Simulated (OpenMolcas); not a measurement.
**Sc²⁺ among point charges: CASSCF and CASPT2 levels and susceptibility**

How does a field of 6 point charges split the states of Sc²⁺, and what χT follows?

Method: state-averaged CASSCF and CASPT2, spin-orbit coupling by RASSI with atomic mean-field integrals. Code: OpenMolcas 26.06.

## Step 1: What is computed

- Species: Sc²⁺ (scandium, Z = 21, 19 electrons)
- Basis: ANO-RCC-VDZP [5s4p2d1f], 34 functions
- Scalar Hamiltonian: DKH2, point nucleus
- Inactive shells: 1s 2s 2p 3s 3p
- Active space: 1 electron in 5 orbitals (3d)
- Some configurations of this space: 3d
- Orbitals: optimised for each spin and parity, averaged over all roots

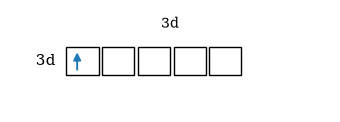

Occupation of the outer shells (arrows by Hund's rule).

The ion sits among 6 point charges of -1.2 e arranged as an octahedron (Oh), 1.74 Å from the ion.

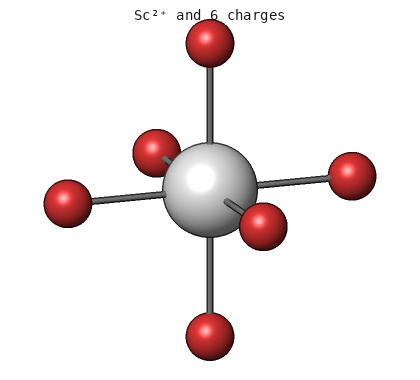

The ion and the point charges (red).

Each step is its own input file, run in one work folder so that later steps find the files of earlier ones. Labels, J, g values, rates, χT and fits are worked out afterwards by a script from the matrices that RASSI stores. The input lists half of the charges; inversion (Group=XYZ) makes the rest.

## Step 2: One- and two-electron integrals

Contents of a.inp:

```
&GATEWAY
Coord
1

Sc 0.0 0.0 0.0
Basis=ANO-RCC-VDZP
Group=XYZ
NoMove
AngMom=0.0 0.0 0.0
AMFI
XField
3 Angstrom 0
1.740000 0.000000 0.000000 -1.200000
0.000000 1.740000 0.000000 -1.200000
0.000000 0.000000 1.740000 -1.200000
&SEWARD
```

On the command line:

```
$ OMP_NUM_THREADS=1 MOLCAS_MEM=1689 MOLCAS_PROJECT=a pymolcas a.inp > a.log
```

The program printed:

```text
Basis set label: SC.ANO-RCC...5S4P2D1F.

      Electronic valence basis set:
      ------------------
      Associated Effective Charge  21.000000 au
      Associated Actual Charge     21.000000 au
      Nuclear Model: Point charge

      Shell  nPrim  nBasis  Cartesian Spherical Contaminant
         s      21       5        X
         p      15       4        X
         d      10       2                 X
         f       6       1                 X
                  Relativistic Douglas-Kroll-Hess integrals:
                    - DKH order of Hamiltonian: 2
                    - DKH order of Properties : 0
                  Atomic mean-field integrals
```

## Step 3: CASSCF: doublets of even parity, 5 roots

Contents of a.inp:

```
&RASSCF
FileOrb=start.orb
Symmetry=1
Spin=2
nActEl=1 0 0
Inactive=3 6
Ras2=5 0
CIRoot=5 5 1
SDav=5
CIMx=300
Iter=120 100
PrWF=0.3
OrbListing=Nothing
MaxOrb=0
>>> COPY $Project.JobIph JOB001
```

On the command line:

```
$ OMP_NUM_THREADS=1 MOLCAS_MEM=1689 MOLCAS_PROJECT=a pymolcas a.inp > a.log
```

start.orb holds the contracted functions of the basis, ordered by shell, or the orbitals of the step before.

The program printed, cut to the lines that bear on the results:

```text
[...]
      Number of active orbitals                  5
[...]
      Spin quantum number                      0.5
[...]
      Active orbitals                            5   0
[...]
      Number of CSFs                             5
      Number of root(s) required                 5
[...]
      Convergence after 12 iterations
[...]
      Natural orbitals and occupation numbers for root  1
      sym 1:   1.000000  -0.000000   0.000000   0.000000  -0.000000
      Natural orbitals and occupation numbers for root  2
      sym 1:  -0.000000   1.000000   0.000000  -0.000000  -0.000000
      Natural orbitals and occupation numbers for root  3
      sym 1:   0.000000   0.000000   0.000000   1.000000   0.000000
::    RASSCF root number  1 Total energy:   -767.08719502
::    RASSCF root number  2 Total energy:   -767.08719502
::    RASSCF root number  3 Total energy:   -767.08719502
::    RASSCF root number  4 Total energy:   -766.98476602
::    RASSCF root number  5 Total energy:   -766.98476602
```

## Step 4: RASSI: spin-orbit coupling between the states

Contents of a.inp:

```
&RASSI
NrOfJobIphs=1 5
1 2 3 4 5
IphNames
JOB001
EJob
SpinOrbit
DIPRint=1.0
SOCoupling=1000.0
Subsets=2
Property=9
'ANGMOM' 1 'ANGMOM' 2 'ANGMOM' 3 'MLTPL  1' 1 'MLTPL  1' 2 'MLTPL  1' 3
'AMFI' 1 'AMFI' 2 'AMFI' 3
SOProperty=3
'ANGMOM' 1 'ANGMOM' 2 'ANGMOM' 3
```

The program printed, cut to the lines that bear on the results:

```text
SPIN-FREE ENERGIES:
  (Shifted by EMIN (a.u.) =       -767.0871950187)
 SF State       Relative EMIN(au)   Rel lowest level(eV)    D:o, cm**(-1)      L_eff
     1             0.0000000000        0.0000000000              0.0000         2.0
     2             0.0000000000        0.0000000000              0.0000         2.0
     3             0.0000000000        0.0000000000              0.0000         2.0
     4             0.1024289953        2.7872349547          22480.5660         2.0
     5             0.1024289953        2.7872349547          22480.5660         2.0
     Dipole printing threshold changed to   1.00000000E+00
Eigenvalues of complex Hamiltonian:
   -----------------------------------
  (Shifted by EMIN (a.u.) =       -767.0871950187)
 SO State       Relative EMIN(au)   Rel lowest level(eV)    D:o, cm**(-1)     J-value
     1            -0.0001209955        0.0000000000              0.0000         1.7
     2            -0.0001209955        0.0000000000              0.0000         1.6
     3            -0.0001209955        0.0000000000              0.0000         1.4
     4            -0.0001209955        0.0000000000              0.0000         1.3
     5             0.0002395924        0.0098120963             79.1399         1.9
     6             0.0002395924        0.0098120963             79.1399         1.9
     7             0.1024301947        2.7905600467          22507.3847         2.1
     8             0.1024301947        2.7905600467          22507.3847         2.1
     9             0.1024301947        2.7905600467          22507.3847         1.1
    10             0.1024301947        2.7905600467          22507.3847         1.1
Weights of the five most important spin-orbit-free states for each spin-orbit state.
[...]
```

Time for these steps: 1.9 s (1 thread of Arm Neoverse V1, shared host).

Spin-free states, with their symmetry labels:

| state | degeneracy | E (cm-1) | free-ion L (%) |
| --- | --- | --- | --- |
| 2T2 | 3 | 0 | D (100) |
| 2E | 2 | 22481 | D (100) |

With spin-orbit coupling:

```
E (cm-1)  Degeneracy  Label  2S+1               g
     0.0           4     Γ8     2                
    79.1           2     Γ7     2  2.00 2.00 2.00
   22507           4     Γ8     2
```

Principal g values are given for doublets only; a zero marks a field direction without first-order Zeeman splitting.

Powder χT (cm³ K/mol): 0.01 at 2 K, 0.03 at 5 K, 0.07 at 10 K, 0.13 at 20 K, 0.30 at 50 K, 0.44 at 100 K, 0.50 at 150 K, 0.53 at 200 K, 0.55 at 250 K, 0.57 at 300 K.

A ligand-field fit to the states below 45000 cm-1 gives 10Dq = 22481 cm-1, the gap between the two states.

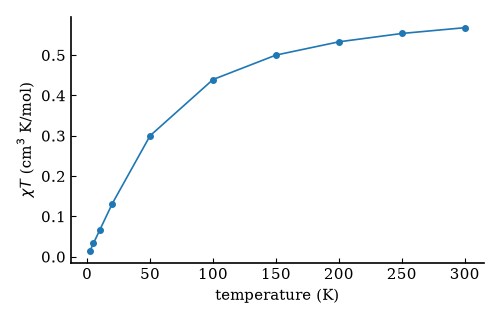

χT against temperature.

Orbitals of the lowest block (energies include the constant potential of the surroundings):

| shell | space | energy (hartree) | mean occupation | ⟨r²⟩ (bohr²) |
| --- | --- | --- | --- | --- |
| 1s | inactive | -165.2675 | 2.000 | 0.00713 |
| 2s | inactive | -17.7086 | 2.000 | 0.137 |
| 2p | inactive | -14.1349 | 6.000 | 0.115 |
| 3s | inactive | -1.0128 | 2.000 | 1.32 |
| 3p | inactive | 0.0021 | 6.000 | 1.58 |
| 3d | RAS2 |  | 1.000 | 4.94 |

## Step 5: CASPT2: IPEA 0.25, imaginary shift 0.1 (closed shells correlated: 3s 3p)

Contents of a.inp:

```
>>> COPY JOB001 $Project.JobIph
&CASPT2
Multistate=5 1 2 3 4 5
NoMult
Frozen=2 3
IPEA=0.25
Imaginary=0.1
MaxIter=60
WThr=0.0 0.3 0.05
PrWF=0.5
NoMix
```

The program printed:

```text
Orbital specifications:
      -----------------------

      Symmetry species                           1   2
                                                ag  au
      Frozen orbitals                            2   3
      Inactive orbitals                          1   3
      Active orbitals                            5   0
      Secondary orbitals                         7  13
      Deleted orbitals                           0   0
      Number of basis functions                 15  19
Type of calculation                        SS-CASPT2
      Fock operator                              state-specific
      IPEA shift                                 0.25
      Real shift                                 0.00
      Imaginary shift                            0.10
      The input orbitals will be transformed to quasi-canonical
Reference energy:        -767.0871950187
      E2 (Non-variational):      -0.2160959914
      Shift correction:          -0.0001136153
      E2 (Variational):          -0.2162096067
      Total energy:            -767.3034046255
      Residual norm:              0.0000006995
      Reference weight:           0.95498
      Contributions to the CASPT2 correlation energy
      Active & Virtual Only:          0.0000000011
      One Inactive Excited:          -0.0347946861
      Two Inactive Excited:          -0.1813013064
Reference energy:        -767.0871950187
      E2 (Non-variational):      -0.2160964202
      Shift correction:          -0.0001136158
      E2 (Variational):          -0.2162100360
      Total energy:            -767.3034050547
      Residual norm:              0.0000006966
      Reference weight:           0.95498
      Contributions to the CASPT2 correlation energy
      Active & Virtual Only:          0.0000000011
      One Inactive Excited:          -0.0347952977
      Two Inactive Excited:          -0.1813011236
::    CASPT2 Root  1     Total energy:   -767.30340463
::    CASPT2 Root  2     Total energy:   -767.30340505
::    CASPT2 Root  3     Total energy:   -767.30340441
::    CASPT2 Root  4     Total energy:   -767.20193908
::    CASPT2 Root  5     Total energy:   -767.20198878
```

This run: 0.57 s of run time, 1 thread of Arm Neoverse V1, shared host.

SS-CASPT2: lowest energy less the reference's lowest, -0.2162 hartree; reference weights 0.955.

States without spin-orbit coupling:

| state | degeneracy | E (cm-1) | free-ion L (%) |
| --- | --- | --- | --- |
| 2T2 | 3 | 0 | D (100) |
| 2E | 2 | 22264 | D (100) |

With spin-orbit coupling:

| E (cm-1) | Degeneracy | Label | 2S+1 | g |
| --- | --- | --- | --- | --- |
| 0 | 4 | Γ8 | 2 |  |
| 79 | 2 | Γ7 | 2 | 2.00 2.00 2.00 |
| 22290 | 4 | Γ8 | 2 |  |

Powder χT (cm³ K/mol): 0.01 at 2 K, 0.03 at 5 K, 0.07 at 10 K, 0.13 at 20 K, 0.30 at 50 K, 0.44 at 100 K, 0.50 at 150 K, 0.53 at 200 K, 0.55 at 250 K, 0.57 at 300 K.

A ligand-field fit to the states below 45000 cm-1 gives 10Dq = 22264 cm-1, the gap between the two states.

## Step 6: The methods side by side

A. CASSCF
B. SS-CASPT2, IPEA 0.25, imaginary shift 0.1 (closed shells correlated: 3s 3p)

| method | ground state | first state of that spin (cm-1) | first gap with spin-orbit (cm-1) | χT at 300 K |
| --- | --- | --- | --- | --- |
| A | 2T2 | 2E 22480 | 79.1 | 0.57 |
| B | 2T2 | 2E 22260 | 79.1 | 0.57 |

## Step 7: Results

```
                                            quantity                                                                        value
                                              method  SS-CASPT2, IPEA 0.25, imaginary shift 0.1 (closed shells correlated: 3s 3p)
                              spin-free ground state                                              2T2, 3-fold in its orbital part
first state of the same spin within the active space                                                             2E at 22300 cm⁻¹
                                        lowest level                                                                    4-fold Γ8
                                          next level                                                                    79.1 cm⁻¹
                                         χT at 300 K                                                               0.57 cm³ K/mol
                           effective moment at 300 K                                                                      2.13 μB
```

Cost by method:

| method | time of its own steps | time with the reference |
| --- | --- | --- |
| A. CASSCF | 1.9 s | 1.9 s |
| B. SS-CASPT2, IPEA 0.25, imaginary shift 0.1, +3s 3p | 0.57 s | 2.5 s |

Times are of one thread on a shared host.

**Reading.** The spin-free ground state (2T2) comes to 100 % from free-ion D terms and keeps the highest spin of the shell. χT at 300 K is 0.57, against 0.38 cm³ K/mol for the spin alone, so orbital moment adds to it. A ligand-field fit to the states below 45000 cm-1 gives 10Dq = 22264 cm-1, the gap between the two states. CASPT2 does not keep the components of a term degenerate, and the means are used. The field of point charges can differ much from that of real complexes. Point charges carry no covalency, so the field is a model and not that of real ligands.
